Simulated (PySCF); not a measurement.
# C2HF (fluoroacetylene) at revPBE/cc-pVTZ

What is the energy change on altering one bond length of C2HF (fluoroacetylene) at revPBE/cc-pVTZ? 

Program for the calculation: PySCF 2.14.0.

1 further run of the same task is left out (set aside as unsound or not needed).

**1. The molecule**

C2HF: 4 atoms, total charge 0, spin state singlet. SMILES: `C#CF`. The shape is that of a PBE0-D4/def2-TZVP optimisation.

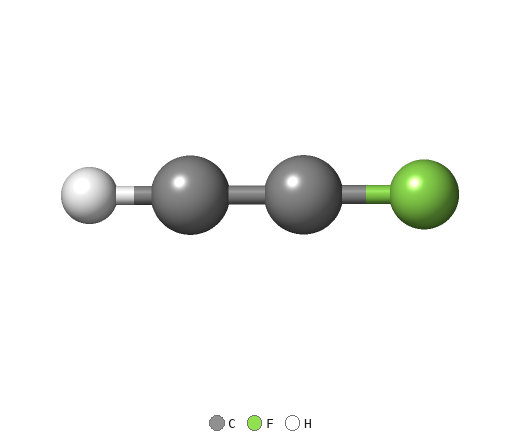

The structure, seen from a chosen angle (carbon grey, fluorine green, hydrogen white).

**2. The energy at revPBE/cc-pVTZ**

calc.py

```python
from pyscf import gto, dft

system = gto.Mole()
system.atom = [
    ('C', (-0.361030, 0.453110, -0.290220)),
    ('C', (0.303270, -0.380840, 0.243810)),
    ('F', (1.010600, -1.269010, 0.812300)),
    ('H', (-0.952830, 1.196740, -0.765890)),
]
system.max_memory = 1860
system.basis = 'cc-pvtz'
system.verbose = 3
system.build()

mf = dft.RKS(system, xc='revpbe')
mf.conv_tol = 1e-10
mf.grids.level = 5
mf.kernel()
if not mf.converged:
    mf = mf.newton().run(mf.mo_coeff, mf.mo_occ)

e_tot = mf.e_tot
print(f'total energy: {e_tot:.8f} hartree')
```

Started as:

```console
OMP_NUM_THREADS=1 python calc.py
```

What it wrote:

```text
converged SCF energy = -176.559245489286
total energy: -176.55924549 hartree
```

It took 11 s on 1 thread of Arm Neoverse V1, shared host; peak memory 0.51 GiB.

**3. The distorted shape at the same level**

input.py

```python
from pyscf import gto, dft

mol = gto.M(
    atom='C 0.349136 -0.439254 0.280589; C 1.013436 -1.273204 0.814619; F 1.720766 -2.161374 1.383109; H -0.952830 1.196740 -0.765890',
    charge=0,
    basis='cc-pvtz',
    verbose=4,
    max_memory=1860,
)

calc0 = dft.RKS(mol, xc='revpbe')
calc0.conv_tol = 1e-10
calc0.grids.level = 5
calc0.kernel()
if not calc0.converged:
    calc0 = calc0.newton().run(calc0.mo_coeff, calc0.mo_occ)

e_tot = calc0.e_tot
print('Final energy', e_tot)
```

Started as:

```console
OMP_NUM_THREADS=1 python input.py
```

What it wrote:

```text
PySCF version 2.14.0

[INPUT] num. atoms = 4
[INPUT] num. electrons = 22
[INPUT] charge = 0
[INPUT] spin (= nelec alpha-beta = 2S) = 0
[INPUT] symmetry False subgroup None
[INPUT] Mole.unit = angstrom
[INPUT] Symbol           X                Y                Z      unit          X                Y                Z       unit  Magmom
[INPUT]  1 C      0.349136000000  -0.439254000000   0.280589000000 AA    0.659771420226  -0.830069759120   0.530236363566 Bohr   0.0
[INPUT]  2 C      1.013436000000  -1.273204000000   0.814619000000 AA    1.915116484775  -2.406006860701   1.539406805867 Bohr   0.0
[INPUT]  3 F      1.720766000000  -2.161374000000   1.383109000000 AA    3.251776464463  -4.084404912756   2.613697210421 Bohr   0.0
[INPUT]  4 H     -0.952830000000   1.196740000000  -0.765890000000 AA   -1.800587743269   2.261510842312  -1.447322341543 Bohr   0.0

[... 43 lines left out ...]
WARN: HOMO -0.0667441110326158 == LUMO -0.0667440943779652
[... 26 lines left out ...]
converged SCF energy = -176.355682342387
Final energy -176.35568234238747
```

Wall time 14 s (1 thread of Arm Neoverse V1, shared host); peak memory 0.51 GiB.

**4. Results**

Level: revPBE/cc-pVTZ.

```
                                                         quantity          value
                                        first shape: total energy  -176.55925 Eh
                                       first shape: dipole moment         0.34 D
                                         first shape: HOMO energy       -6.83 eV
                                         first shape: LUMO energy        0.49 eV
                                       first shape: HOMO–LUMO gap        7.32 eV
                                    distorted shape: total energy  -176.35568 Eh
                                   distorted shape: dipole moment         1.40 D
                                     distorted shape: HOMO energy       -6.66 eV
                                     distorted shape: LUMO energy       -6.18 eV
                                   distorted shape: HOMO–LUMO gap        0.48 eV
energy change with the C1–H4 bond stretched from 1.063 to 2.338 Å       5.539 eV
```

One bond (distorted shape) is far stretched, which a spin-restricted single reference describes badly; a broken-symmetry solution may lie lower. With the C1–H4 bond stretched from 1.063 to 2.338 Å the energy rises by 5.54 eV (128 kcal/mol). The first shape isn't relaxed at this level, so the change isn't measured from a minimum. A restricted reference can't describe the breaking bond well at this length.
